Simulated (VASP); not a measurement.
Consider the following.

```
MgTe
1.0
    2.28884    -3.96438     0.00000
    2.28884     3.96438     0.00000
    0.00000     0.00000     7.44321
Mg Te
2 2
Cartesian
  2.28884  -1.32146   3.71947
  2.28884   1.32146   7.44108
  2.28884  -1.32146   6.52239
  2.28884   1.32146   2.80078
```

These are vdW-DF-cx, VASP's PBE PAW potentials (set 64) (plane waves; VASP 6.6.1) values and carry that method's errors. Settings: 520 eV cut-off, 6×6×4 Γ-centred mesh, tetrahedra with Blöchl corrections, potentials Mg Te.

Unless said otherwise, spin-orbit coupling is left out, though it shifts the bands of the heavy elements here.

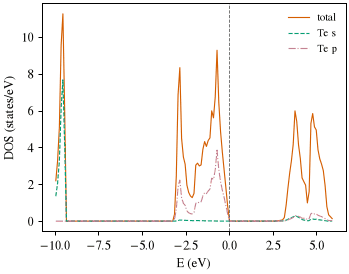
Total and projected density of states, zero at the valence-band maximum

Within 2 eV below the valence-band maximum the largest weight inside VASP's projection spheres is Te p.

The gap is direct, 2.47 eV, from the valence maximum at Γ to the conduction minimum at Γ.

The compound is MgTe in the wurtzite structure. It was relaxed first.
